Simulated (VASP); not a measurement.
Band structure of CaO (space group Fm-3m). Computed with PBE GGA, VASP's PBE PAW potentials (set 64) (plane waves; VASP).

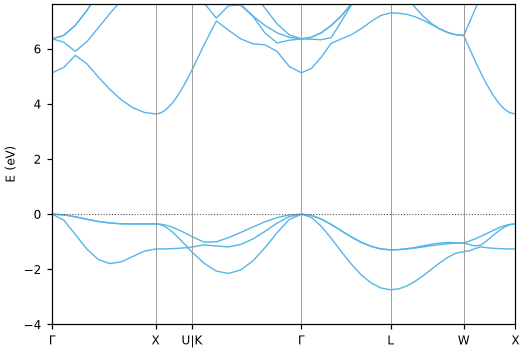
Figure: Bands along high-symmetry lines, zero at the valence-band maximum or, without a gap, the Fermi level

Read the plot: is there a gap, and where are the band edges?

The gap is indirect, 3.63 eV, from the valence maximum at Γ to the conduction minimum at X.

The structure is a typed CaO crystal. The cell was not relaxed at this level.
